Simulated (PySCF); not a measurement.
Ge(H)3(Cl), H₃ClGe, SMILES [Cl][GeH3] at its CAM-B3LYP/def2-SVP optimised geometry (Å):

```
5

Ge    -0.4392    -0.7013     0.0000
Cl    -1.0917     1.3616     0.0000
H     -0.9958    -1.3616    -1.2641
H     -0.9958    -1.3616     1.2641
H      1.0917    -0.7013     0.0000
```

Calculation: PySCF with CAM-B3LYP/def2-TZVP.

Map of the log10 of the electron density (e/bohr³), floored at −4 on the plane z = 1.2 Å:

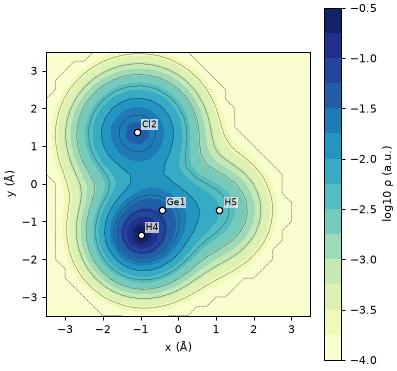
Figure: Log10 of the electron density (e/bohr³), floored at −4 on the plane z = 1.2 Å.
